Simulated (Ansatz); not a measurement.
# linear Al chain under tension and compression

Wanted: energy, moment and open channels of the linear Al chain from 12 % compression to 30 % stretch.

Main program and level: Ansatz 0.2.0; DFT LDA, plane waves, PAW; relaxation of a chain's period, in the first sound run; inputs show where later runs differ.

## 1. The structure

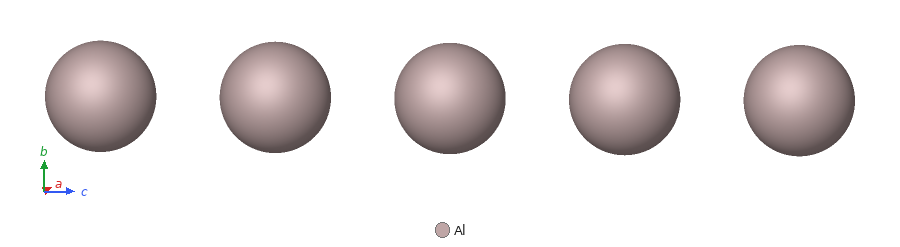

The starting structure, seen from the side, with the c axis across the page (aluminium light grey). 1×1×4 cells are drawn. Some periodic images of atoms are drawn too.

The cell holds 1 atom: 1 Al. Cell: a = 7.500 Å, b = 7.500 Å, c = 2.251 Å, α = 90.0°, β = 90.0°, γ = 90.0°. Vacuum lies along a and b. The structure's axis is c.

## 2. Relaxation of atoms and period

Band widths follow the bond lengths, so the chain is relaxed first. The atoms and the third cell vector are free; the box across stays fixed as vacuum. Moments are seeded so that a magnetic state can form if it lies lower. A Fermi-Dirac smearing is set since the result may be a metal. The pressure printed is a third of the stress's trace over the whole box, vacuum included; only the stress along the axis is relaxed.

Contents of input.yaml:

```yaml
crystal:
  lattice:
    - [7.5, 0.0, 0.0]
    - [0.0, 7.5, 0.0]
    - [0.0, 0.0, 2.2506]
  atoms:
    - { symbol: Al, position: [0.5, 0.5, 0.0], spin: 0.5 }
magnetization:
  spin_polarized: true
kpoints:
  mp_grid: { grid: [1, 1, 36] }
scf:
  occupations: { method: fermi_dirac, width: 0.05 }
hamiltonian:
  xc: lda
relax:
  cell: { fix: [a, b, alpha, beta, gamma] }
  max_steps: 60
```

On the command line:

```sh
$ ansatz run input.yaml --threads 4 --pin off --max-ram 8192MiB --backend cpu --events-out ev --progress --plain --runs-dir out
```

Numbers of over 12 decimals in the logs are rounded to 6 here.

What it wrote:

```text
Engine: ansatz 0.2.0, aarch64-unknown-linux-gnu
Pseudopotentials: kind: paw
Pseudopotential: Al, paw, valence charge 3, recommended cutoff 420 eV (normal), Al.paw.azcp
Functional definition: SPW92
  exchange = slater_x
  correlation = pw_c
Crystal: 1 atoms, lattice volume = 126.596 Å³
Basis set: ecut = 420 eV, 2463 PW (Γ)
Bands: 6, of which v1, the nominal top of the filled ones, is band 2 counted from 1 (1 counted from 0)
Symmetry: 16 space group operations
Space group: P4/mmm (ITA 123), of the structure as read, at distance tolerance 5.0e-5 Å
Magnetic group: BNS 123.339 (UNI 999), of the structure as read, at distance tolerance 5.0e-5 Å
k-points: 19 of 36
Non-local potential: Al, projectors of the file, l = 0: 2, l = 1: 2, l = 2: 1
PAW form: soft (Blöchl's): semilocal exchange-correlation on the pseudo side does not see the compensation charge
PAW frozen core: Al, regenerated for the run's functional, and the local potential with it (the file was generated under x = pbe(κ = 0.804, μ = 0.219515), c = pbe(β = 0.066725))
PAW one-centre angular grid: Al, 110 points (default); XC on 64 Gauss nodes
Initial density: superposition of atomic densities (neutral atoms: chi_scale 0, normalization atom)
Starting moments: Σ|m| = 0.5 μB on 1 of 1 site
Initial wavefunctions: pseudopotential atomic-orbital guess
Functional: x = slater, c = lda
SCF iter   1: F=—  HF=-510.851306 eV  |F-HF|=—  |Δ(HF+E_count)|=         —  Δρ=1.12e-2 (↑8.69e-3 ↓1.12e-2)  dr2=7.22e-1  dr2_m=8.68e-3  M=0.243 μB ∫|m|=0.243 μB  β_m=0.30  ethr=3.10e-3  ⟨swp⟩=6.4  Hψ=2672  notcnv=0
preconditioner: auto → none  [insulator: Δε(μ)=0.146 eV  Ē_g=7.823 eV  σ=0.050 eV  W_gap=0.62  n_scr=8 (ndim 8)  ℏωp=5.5 eV  f_vac=0.381  D(μ)=1.19/eV (n_scr^D=8)  ε∞_Penn≈1.5]
SCF iter   2: F=—  HF=-510.658570 eV  |F-HF|=—  |Δ(HF+E_count)|=   1.93e-1  Δρ=6.97e-3 (↑5.18e-3 ↓6.97e-3)  dr2=2.30e-1  dr2_m=5.78e-3  M=0.210 μB ∫|m|=0.210 μB  β_m=0.30  ethr=3.10e-3  ⟨swp⟩=2.4  Hψ=663  notcnv=0  defer=12
SCF iter   3: F=—  HF=-510.579333 eV  |F-HF|=—  |Δ(HF+E_count)|=   7.92e-2  Δρ=2.22e-3 (↑2.22e-3 ↓1.74e-3)  dr2=5.83e-3  dr2_m=3.76e-3  M=0.177 μB ∫|m|=0.177 μB  β_m=0.30  ethr=3.10e-3  ⟨swp⟩=2.2  Hψ=424  notcnv=0  defer=12
SCF iter   4: F=—  HF=-510.582013 eV  |F-HF|=—  |Δ(HF+E_count)|=   2.68e-3  Δρ=1.65e-3 (↑1.31e-3 ↓1.65e-3)  dr2=1.52e-3  dr2_m=2.32e-3  M=0.153 μB ∫|m|=0.153 μB  β_m=0.30  ethr=1.94e-4  ⟨swp⟩=2.3  Hψ=435  notcnv=0  defer=19
SCF iter   5: F=—  HF=-510.584173 eV  |F-HF|=—  |Δ(HF+E_count)|=   2.16e-3  Δρ=1.15e-3 (↑1.15e-3 ↓1.15e-3)  dr2=4.87e-6  dr2_m=1.53e-3  M=0.130 μB ∫|m|=0.131 μB  β_m=0.30  ethr=5.06e-5  ⟨swp⟩=2.1  Hψ=263  notcnv=0  defer=19
SCF iter   6: F=—  HF=-510.586035 eV  |F-HF|=—  |Δ(HF+E_count)|=   1.86e-3  Δρ=9.54e-4 (↑9.49e-4 ↓9.54e-4)  dr2=9.78e-7  dr2_m=1.05e-3  M=0.111 μB ∫|m|=0.111 μB  β_m=0.30  ethr=1.62e-7  ⟨swp⟩=2.1  Hψ=309  notcnv=0  defer=17
SCF iter   7: F=—  HF=-510.587385 eV  |F-HF|=—  |Δ(HF+E_count)|=   1.35e-3  Δρ=7.96e-4 (↑7.95e-4 ↓7.96e-4)  dr2=4.45e-8  dr2_m=7.34e-4  M=0.094 μB ∫|m|=0.094 μB  β_m=0.30  ethr=3.33e-9  ⟨swp⟩=3.2  Hψ=736  notcnv=0
Mixer restart at iter 7: flushing history
spin-set hold released at iteration 7 (site moments contracting): the magnetisation degrees of freedom join the quasi-Newton model from the next iteration; the mixer history was flushed
SCF iter   8: F=—  HF=-510.588380 eV  |F-HF|=—  |Δ(HF+E_count)|=   9.95e-4  Δρ=6.70e-4 (↑6.70e-4 ↓6.69e-4)  dr2=2.09e-8  dr2_m=5.20e-4  M=0.079 μB ∫|m|=0.079 μB  β_m=0.43  ethr=1.48e-9  ⟨swp⟩=5.2  Hψ=575  notcnv=0
SCF iter   9: F=—  HF=-510.590679 eV  |F-HF|=—  |Δ(HF+E_count)|=   2.30e-3  Δρ=2.54e-4 (↑2.54e-4 ↓2.54e-4)  dr2=1.77e-8  dr2_m=7.47e-5  M=0.030 μB ∫|m|=0.031 μB  β_m=0.80  ethr=6.97e-10  ⟨swp⟩=6.6  Hψ=658  notcnv=0
SCF iter  10: F=—  HF=-510.591131 eV  |F-HF|=—  |Δ(HF+E_count)|=   4.53e-4  Δρ=2.34e-5 (↑2.10e-5 ↓2.34e-5)  dr2=1.03e-7  dr2_m=5.63e-7  M=0.002 μB ∫|m|=0.002 μB  β_m=0.88  ethr=5.90e-10  ⟨swp⟩=6.7  Hψ=668  notcnv=0
SCF iter  11: F=—  HF=-510.591135 eV  |F-HF|=—  |Δ(HF+E_count)|=   3.21e-6  Δρ=3.90e-6 (↑3.90e-6 ↓3.30e-6)  dr2=2.80e-8  dr2_m=1.24e-8  M=0.000 μB ∫|m|=0.000 μB  β_m=0.81  ethr=5.90e-10  ⟨swp⟩=1.8  Hψ=714  notcnv=0
SCF iter  12: F=—  HF=-510.591135 eV  |F-HF|=—  |Δ(HF+E_count)|=   5.27e-8  Δρ=8.87e-7 (↑8.36e-7 ↓8.87e-7)  dr2=4.68e-10  dr2_m=8.21e-10  M=0.000 μB ∫|m|=0.000 μB  β_m=0.84  ethr=5.90e-10  ⟨swp⟩=3.7  Hψ=487  notcnv=0
SCF iter  13: F=—  HF=-510.591135 eV  |F-HF|=—  |Δ(HF+E_count)|=   2.98e-9  Δρ=1.82e-7 (↑1.82e-7 ↓1.81e-7)  dr2=2.31e-13  dr2_m=3.82e-11  M=-0.000 μB ∫|m|=0.000 μB  β_m=0.92  ethr=1.56e-11  ⟨swp⟩=3.0  Hψ=443  notcnv=0
SCF iter  14: F=-510.591135 eV  HF=-510.591135 eV  |F-HF|=2.27e-13  |Δ(HF+E_count)|=  2.49e-10  Δρ=6.01e-9 (↑6.01e-9 ↓5.61e-9)  dr2=8.18e-15  dr2_m=3.85e-14  M=-0.000 μB ∫|m|=0.000 μB  ethr=1.00e-12  ⟨swp⟩=2.0  Hψ=381  notcnv=0
WARN: the starting moments were not kept: the SCF closed with an absolute magnetisation of 2.6e-7 μB, where they sum to 0.5 μB in size (1 site). That is at most 0.1 of that sum. Measured as dr2_m measures the in/out step, that magnetisation stands 8.9e-15 eV from none, at or under the dr2_threshold of 1.0e-7 eV: it is no larger than a step whose dr2_m would equal this threshold. The system may hold no moment; this SC [...]
SCF 1 converged in 14 iterations: F = -510.591135 eV  dr2 = 8.18e-15
  greatest PAW one-centre occupation: 0.516 electrons in one spin orbital (limit 2), on the Al atom at site 0 (counted from 0), in its partial waves of l = 0
relax step   1: F+E_penalty+E_count = -510.59113476 eV  Δ(F+E_penalty+E_count) = +0.000e0 eV  max|allowed force component| = 0.000e0 eV/Å  Δτ_max = 0.0000 Å  P = +1.743 GPa  Ω = 126.596 Å³  fix = [a, b, alpha, beta, gamma]  reactions: a +0.206, b +0.206 GPa  (14 SCF iters, dr2 threshold 1.00e-7 eV, accepted)
Crystal: 1 atoms, lattice volume = 131.259 Å³
Basis set: ecut = 420 eV, 2535 PW (Γ)
Initial density: handed on by an earlier stage of this run
Starting moments: Σ|m| = 0.5 μB on 1 of 1 site; this step starts from the density that it was given
Initial wavefunctions: those handed on with the density
iter 1 solved again at ethr=3.64e-4 eV; its pass at ethr=3.10e-3 eV (dr2=1.09e-2 eV) is discarded
SCF iter   1: F=—  HF=-510.688200 eV  |F-HF|=—  |Δ(HF+E_count)|=         —  Δρ=1.15e-3 (↑9.44e-4 ↓1.15e-3)  dr2=1.08e-2  dr2_m=2.20e-5  M=-0.008 μB ∫|m|=0.008 μB  β_m=0.30  ethr=3.64e-4  ⟨swp⟩=1.1  Hψ=2743  notcnv=0
[...]
SCF iter   3: F=—  HF=-510.698209 eV  |F-HF|=—  |Δ(HF+E_count)|=   3.64e-4  Δρ=3.33e-5 (↑3.26e-5 ↓3.33e-5)  dr2=4.09e-6  dr2_m=6.31e-7  M=-0.002 μB ∫|m|=0.002 μB  β_m=0.63  ethr=2.75e-5  ⟨swp⟩=2.2  Hψ=290  notcnv=0
SCF iter   4: F=—  HF=-510.698207 eV  |F-HF|=—  |Δ(HF+E_count)|=   1.41e-6  Δρ=1.65e-5 (↑1.11e-5 ↓1.65e-5)  dr2=4.16e-7  dr2_m=1.41e-7  M=-0.001 μB ∫|m|=0.001 μB  β_m=0.68  ethr=1.36e-7  ⟨swp⟩=2.1  Hψ=294  notcnv=0
iter 5 did not close the SCF: its close was put off for a magnetic moment that had not settled (scf_convergence_deferred on its scf_iter line)
SCF iter   5: F=-510.698208 eV  HF=-510.698207 eV  |F-HF|=1.04e-7  |Δ(HF+E_count)|=   3.01e-7  Δρ=5.47e-6 (↑5.47e-6 ↓5.08e-6)  dr2=4.81e-9  dr2_m=3.29e-8  M=-0.001 μB ∫|m|=0.001 μB  β_m=0.84  ethr=3.33e-9  ⟨swp⟩=4.1  Hψ=526  notcnv=0
iter 6 did not close the SCF: its close was put off for a magnetic moment that had not settled (scf_convergence_deferred on its scf_iter line)
SCF iter   6: F=-510.698208 eV  HF=-510.698208 eV  |F-HF|=3.29e-9  |Δ(HF+E_count)|=   2.22e-7  Δρ=1.52e-6 (↑7.16e-7 ↓1.52e-6)  dr2=1.83e-9  dr2_m=1.26e-9  M=-0.000 μB ∫|m|=0.000 μB  β_m=0.92  ethr=1.60e-10  ⟨swp⟩=1.7  Hψ=696  notcnv=0
iter 7 did not close the SCF: its close was put off for a magnetic moment that had not settled (scf_convergence_deferred on its scf_iter line)
SCF iter   7: F=-510.698208 eV  HF=-510.698208 eV  |F-HF|=5.39e-11  |Δ(HF+E_count)|=   7.63e-9  Δρ=2.02e-7 (↑9.31e-8 ↓2.02e-7)  dr2=4.13e-11  dr2_m=2.20e-11  M=-0.000 μB ∫|m|=0.000 μB  β_m=0.96  ethr=6.11e-11  ⟨swp⟩=1.3  Hψ=645  notcnv=0
SCF iter   8: F=-510.698208 eV  HF=-510.698208 eV  |F-HF|=2.27e-13  |Δ(HF+E_count)|=  1.28e-10  Δρ=1.09e-8 (↑1.09e-8 ↓4.22e-9)  dr2=2.64e-13  dr2_m=3.12e-14  M=-0.000 μB ∫|m|=0.000 μB  ethr=1.38e-12  ⟨swp⟩=1.0  Hψ=638  notcnv=0
the starting moments were not kept: the SCF closed with an absolute magnetisation of 6.7e-7 μB, where they sum to 0.5 μB in size (1 site). That is at most 0.1 of that sum. Measured as dr2_m measures the in/out step, that magnetisation stands 3.1e-14 eV from none, at or under the dr2_threshold of 1.0e-7 eV: it is no larger than a step whose dr2_m would equal this threshold.
SCF 3 converged in 8 iterations: F = -510.698208 eV  dr2 = 2.64e-13
  greatest PAW one-centre occupation: 0.497 electrons in one spin orbital (limit 2), on the Al atom at site 0 (counted from 0), in its partial waves of l = 0
relax step   3: F+E_penalty+E_count = -510.69820765 eV  Δ(F+E_penalty+E_count) = -1.508e-2 eV  max|allowed force component| = 0.000e0 eV/Å  Δτ_max = 0.0000 Å  P = +0.246 GPa  Ω = 133.739 Å³  energy of the carried Pulay correction = -4.975e-4 eV  fix = [a, b, alpha, beta, gamma]  reactions: a +0.202, b +0.202 GPa  (8 SCF iters, dr2 threshold 1.00e-7 eV, accepted)
[...]
relax step   4: F+E_penalty+E_count = -510.69887132 eV  Δ(F+E_penalty+E_count) = -6.637e-4 eV  max|allowed force component| = 0.000e0 eV/Å  Δτ_max = 0.0000 Å  P = +0.137 GPa  Ω = 134.412 Å³  energy of the carried Pulay correction = -5.435e-4 eV  fix = [a, b, alpha, beta, gamma]  reactions: a +0.202, b +0.202 GPa  (7 SCF iters, dr2 threshold 1.00e-7 eV, accepted)
Initial wavefunctions: pseudopotential atomic-orbital guess (no wavefunctions were taken with the density)
iter 1 solved again at ethr=4.09e-7 eV; its pass at ethr=3.10e-3 eV (dr2=1.23e-5 eV) is discarded
SCF iter   1: F=—  HF=-510.699904 eV  |F-HF|=—  |Δ(HF+E_count)|=         —  Δρ=2.40e-5 (↑2.40e-5 ↓2.40e-5)  dr2=2.94e-7  dr2_m=1.87e-13  M=-0.000 μB ∫|m|=0.000 μB  β_m=0.30  ethr=4.09e-7  ⟨swp⟩=3.0  Hψ=3326  notcnv=0
preconditioner: auto → none  [insulator: Δε(μ)=0.170 eV  Ē_g=7.151 eV  σ=0.050 eV  W_gap=0.69  n_scr=8 (ndim 8)  ℏωp=5.5 eV  f_vac=0.475  D(μ)=1.24/eV (n_scr^D=8)  ε∞_Penn≈1.6]
SCF iter   2: F=—  HF=-510.699905 eV  |F-HF|=—  |Δ(HF+E_count)|=   1.65e-6  Δρ=1.68e-5 (↑1.68e-5 ↓1.68e-5)  dr2=1.38e-7  dr2_m=1.35e-13  M=-0.000 μB ∫|m|=0.000 μB  β_m=0.62  ethr=9.80e-9  ⟨swp⟩=1.6  Hψ=252  notcnv=0
SCF iter   3: F=—  HF=-510.699907 eV  |F-HF|=—  |Δ(HF+E_count)|=   1.60e-6  Δρ=8.84e-7 (↑8.84e-7 ↓8.83e-7)  dr2=4.63e-10  dr2_m=1.51e-14  M=-0.000 μB ∫|m|=0.000 μB  β_m=0.65  ethr=4.59e-9  ⟨swp⟩=2.0  Hψ=286  notcnv=0
SCF iter   4: F=-510.699907 eV  HF=-510.699907 eV  |F-HF|=4.21e-12  |Δ(HF+E_count)|=   3.93e-9  Δρ=5.23e-8 (↑5.23e-8 ↓5.06e-8)  dr2=8.62e-12  dr2_m=6.49e-15  M=-0.000 μB ∫|m|=0.000 μB  ethr=1.00e-12  ⟨swp⟩=4.1  Hψ=824  notcnv=0
the starting moments were not kept: the SCF closed with an absolute magnetisation of 3.8e-7 μB, where they sum to 0.5 μB in size (1 site). That is at most 0.1 of that sum. Measured as dr2_m measures the in/out step, that magnetisation stands 1.0e-14 eV from none, at or under the dr2_threshold of 1.0e-11 eV: it is no larger than a step whose dr2_m would equal this threshold.
SCF 5 converged in 4 iterations: F = -510.699907 eV  dr2 = 8.62e-12
relax step   5: F+E_penalty+E_count = -510.69990709 eV  Δ(F+E_penalty+E_count) = -1.036e-3 eV  max|allowed force component| = 0.000e0 eV/Å  Δτ_max = 0.0000 Å  P = +0.147 GPa  Ω = 134.412 Å³  fix = [a, b, alpha, beta, gamma]  reactions: a +0.207, b +0.207 GPa  stress off target by 2.76e-2 GPa on what of the cell is left free  SCF on the basis re-selected at this cell (its energy is not comparable with the rows above)  (4 SCF iters)
basis re-selected at this cell: Δ(F+E_penalty+E_count) = -1.036e-3 eV, ΔP = +0.010 GPa vs the last step (what re-selecting the basis moved, of the pressure what is left beyond the Pulay correction that the steps carried, after the strain that the cell walked since its last selection, with what the two solves' SCF thresholds leave and, on support functions, any second-order correction that the steps lacked; it is no measure of the basis error at this ecutwfc). This SCF's stress stands 2.76e-2 GPa from its target on what of the cell is left free (relax.cell.stress_tol is 5.00e-2 GPa) and its largest allowed force component is 0.00e0 eV/Å (relax.f_tol is 1.00e-2 eV/Å): [rest of the remark cut]
SCF converged after 4 iterations
Magnetization: -0.0000 μB (1.5000 up, 1.5000 down)
Absolute magnetization: 0.0000 μB (∫|ρ↑−ρ↓|, with the PAW one-centre terms)
Spin contamination: 0.0000 ħ² per cell (⟨S²⟩ above its minimum at these occupations)
Per-site moments (μB) at R_I (Å): [(-6.489074178556498e-8, 0.985689)]
Free energy (F): -510.699907 eV
Harris-Foulkes:  -510.699907 eV  (|F-HF|=4.21e-12)
Internal energy: -510.689138 eV  (E = F + TS)
E sigma→0 (E₀):  -510.694523 eV
Entropy (-TS):   -0.010769 eV (-10.769 meV/atom)
Fermi energy:    -2.656019 eV
--- Per-component energies (eV) ---
  E_band       = -17.113427
  E_kinetic    = 19.462765
  E_local      = -75.160213  (includes V_loc(G=0)·N_el)
  E_nonlocal   = 11.880186
  E_hartree    = 28.044537
  E_xc         = -36.270408
  E_vxc        = -25.278657  (∫ρ·V_xc dr)
  E_paw        = -443.371385  (= ΣΔE_a)
  E_vpaw       = -4.106568  (= ΣTr[D̂ρ^β])
  E_aug_tail   = -0.000004  (compensation charges beyond the density's cutoff)
  E_ewald      = -15.330332
  E_core_change = 0.055717  (= ΣΔE_core)
  E_smearing   = -0.010769  (= −TS)
  E_closure    = 0.000000  (closes the sum)
  Σ components = -510.699907   (vs F -510.699907, Δ=0.00e0)
--- Forces (eV/Å), atoms counted from 1 ---
  atom   1  Al     0.00000000     0.00000000     0.00000000
  max |Σ_I F_I| component: 3.94e-31 eV/Å
--- Stress (GPa, compression-positive) ---
        0.206547       0.000000       0.000000
        0.000000       0.206547       0.000000
        0.000000       0.000000       0.027572
  P = ⅓ Tr σ = 0.1469 GPa (1.469 kbar)
--- Relaxed structure (4 steps of the walk, 4 accepted, 1 SCFs on fresh bases) ---
  F+E_penalty+E_count = -510.69990709 eV   max|allowed force component| = 0.000e0 eV/Å   (the final SCF, on the basis selected at the relaxed cell)
  cell:  # Å, volume = 134.4121 Å³
    - [7.5, 0.0, 0.0]
    - [0.0, 7.5, 0.0]
    - [0.0, 0.0, 2.389548]
  atoms:
    - { symbol: Al, position: [0.5, 0.5, 0.0] }
```

The job ended after 3 s (4 threads of Arm Neoverse V2, shared host; peak memory 0.31 GiB; 11 s of CPU time).

Relaxation path:

```
step  energy less that of the first step (eV)  largest force component (eV/Å)  pressure (GPa)  volume (Å³)
   1                                   0.0000                          0.0000            1.74       126.60
   2                                  -0.0920                          0.0000            0.69       131.26
   3                                  -0.1071                          0.0000            0.25       133.74
   4                                  -0.1077                          0.0000            0.14       134.41
  5*                                  -0.1088                          0.0000            0.15       134.41
```

Relaxation steps marked * repeat the geometry before them on a plane-wave basis chosen anew for their cell, so energy and pressure can jump there.

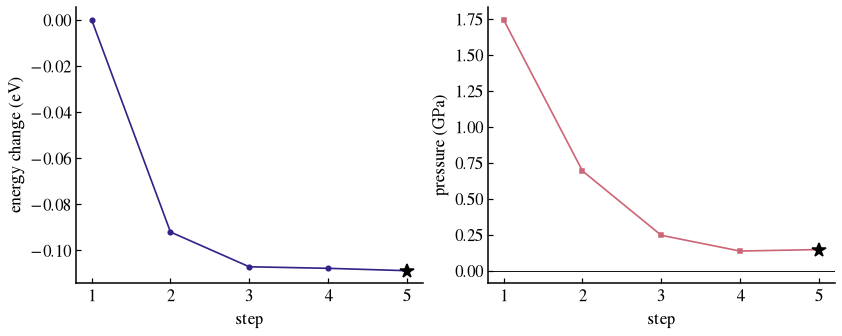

Energy and pressure along the relaxation. Stars mark steps on a basis chosen anew.

```
cell as run  before  after  change
      c (Å)   2.251  2.390  +6.2 %
```

The relaxed structure:

```
Al
1.0
     7.50000    0.00000    0.00000
     0.00000    7.50000    0.00000
     0.00000    0.00000    2.38955
Al
1
Direct
  0.50000 0.50000 0.00000
```

Numbers from this step:

| Quantity | Value |
| --- | --- |
| energy at zero smearing | -510.6945 eV |
| cell length along the wire | 2.390 Å |

The cell's length comes to 2.390 Å with no moment.

(Part 1 of 3 ends here.)

[Logs are printed without paths, hosts, clocks, repeated set-up lines and the standing remarks that a program may print on its own settings, such as how far it seeks lower states.]

[Hosts, paths, dates, database ids (printed as entryN), source tags and the programs' standing remarks are cut or masked in the printed files.]
